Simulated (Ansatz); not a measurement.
# Fitting and testing ρ(T) of GePt (Pnma)

Aim: condense the phonon-limited resistivity of GePt (Pnma) into a transport Debye temperature and an amplitude, and test the fit on a temperature held back.

The resistivities were computed with Ansatz 0.2.0 (DFT PBE, scalar-relativistic, plane waves, PAW; PAW set soft_1) from the linearised Boltzmann equation with harmonic phonons, on q 2×4×2, k 6×8×6, scattering 12×16×8; the fit below is done by hand on them.

### Step 1. The data

Symmetry: Pnma, No. 62, orthorhombic system. Conventional cell: a = 5.811 Å, b = 3.768 Å, c = 6.163 Å, α = 90.00°, β = 90.00°, γ = 90.00°. Ge on site c has 6 Pt at 2.51 to 2.71 Å as nearest neighbours. Around Pt on site c lie 6 Ge at 2.51 to 2.71 Å.

This is the relaxed cell of the run, from steps not shown here.

The mean resistivity of the three axes from 50 to 800 K, with one row held back; the colder rows stay outside the fit and test it at the end:

| T (K) | ρ (μΩ cm) |
| --- | --- |
| 50 | 2.605 |
| 80 | 5.682 |
| 100 | 7.698 |
| 150 | 12.57 |
| 200 | 17.28 |
| 273 | 24.03 |
| 300 | 26.51 |
| 400 | 35.66 |
| 500 | ? |
| 600 | 54.00 |
| 800 | 72.58 |

No spin–orbit coupling, which matters for Pt.

### Step 2. Model and fit

Bloch and Grüneisen's form is ρ(T) = A (T/Θ)⁵ J₅(Θ/T), with J₅(z) the integral of x⁵/((eˣ − 1)(1 − e⁻ˣ)) from 0 to z. It goes as T⁵ far below Θ and as A T/(4Θ) far above. For a trial Θ the best A is the geometric mean of ρ/[(T/Θ)⁵ J₅] over the rows, and the scatter of that ratio measures the fit:

| Θ (K) | A (μΩ cm) | scatter (%) |
| --- | --- | --- |
| 100 | 33.63 | 10.0 |
| 132 | 45.71 | 5.6 |
| 150 | 52.97 | 2.8 |
| 166 | 59.75 | 0.6 |
| 182 | 66.87 | 3.1 |
| 208 | 79.25 | 8.3 |
| 248 | 100.6 | 17.0 |

The scatter is least at Θ = 166 K, with A = 59.75 μΩ cm (0.6 % r.m.s.).

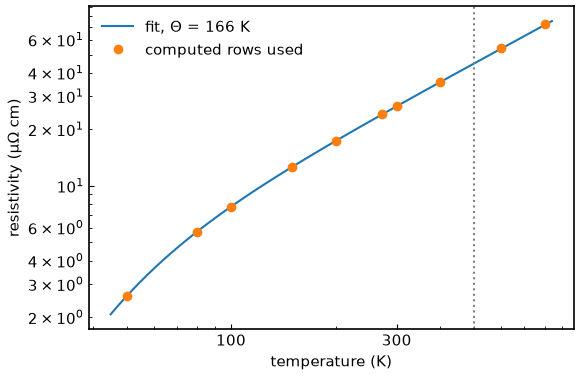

The fit through the rows used; the dotted line marks the temperature held back.

### Step 3. The row held back

At T = 500 K, Θ/T = 0.332, J₅ = 0.003019 and (T/Θ)⁵ = 247.9, so the fit gives 44.72 μΩ cm. The computed value is 44.81 μΩ cm: the fit is off by -0.21 %. Outside its range, at 20 K, it gives 0.159 against 0.189 μΩ cm computed, 0.84 times that; at that temperature the run's own test moves by 17 % between meshes in the component that moves most. Among the rows used, the largest miss is -1.0 %, at 800 K.

### Step 4. What the two numbers mean

Θ = 166 K is 1.44 times ħω_log/k_B (115 K) and 0.48 of the highest phonon frequency (347 K). The high-temperature slope of the fit, A/(4Θ), is 0.0900 μΩ cm/K. The same slope from the run's transport coupling and plasma energy, 2π k_B λ_tr/(ħ ε₀ ω_p²) with λ_tr = 0.458, 0.374, 0.387 (xx, yy, zz) and ħω_p = 4.03, 4.66, 4.07 (xx, yy, zz) eV, is 0.0923 μΩ cm/K in the mean of the axes, +2.6 % from it. For comparison, the computed rows rise by 0.0929 μΩ cm/K between the two hottest.

### Step 5. Results

* Θ: 166 K
* A: 59.75 μΩ cm
* scatter of the fit: 0.6 %
* held-back row at 500 K, fit against computed: 44.72 against 44.81 μΩ cm

Two numbers, Θ = 166 K and A = 59.8 μΩ cm, hold the computed ρ(T) from 50 to 800 K within 0.58 % r.m.s. and predict the held-back row within 0.21 %. At 20 K, outside the rows fitted, it gives 0.84 times the computed value. By the run's own test the resistivity at 300 K moves by 10 % between its two finest scattering meshes, in the component that moves most. The mean hides an anisotropy: at 300 K the components are 32.4, 19.9, 27.2 (xx, yy, zz) μΩ cm. Spin–orbit coupling is left out. The relaxed volume lies +4.9 % from the database entry, whose temperature is not recorded here; volume shifts the phonons and ρ. The fit describes the calculation: impurities, thermal expansion, changes of phase and anharmonicity are in neither.

[Hosts, paths, dates, database ids (printed as entryN), source tags and the programs' standing remarks are cut or masked in the printed files.]
